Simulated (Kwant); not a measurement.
Model system: circular cavity between two wires in a GaAs two-dimensional gas. Effective mass 0.067 mₑ, grid spacing 6.7 nm, hard walls, nominal width 80 nm (11 grid rows, so walls 80.4 nm apart), one parabolic valley, scattering region 480 nm long along x; energies count from the band bottom; Fermi energy 0.0103 eV. Cavity of radius 80 nm, straight part 0 nm, centre moved sideways by 0 nm. Perpendicular field swept from 0 to 0.83 T, none in the leads; orbital effect alone.

The device is made up for the run: typed textbook-type constants, with dimensions and the other settings drawn at random.

Model: effective-mass tight-binding model on a square grid, one spin, coherent transport at 0 K (Kwant). Conductance is in e²/h.

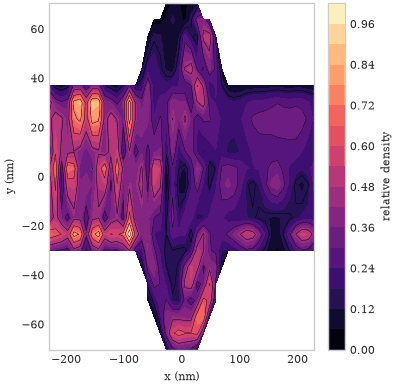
*Density of the scattering states that come in from the left lead, at field = 0.62483 T, in bins, relative to the largest site value*

The conductance there is 2.00 e²/h with 3 open channel(s) in the leads.
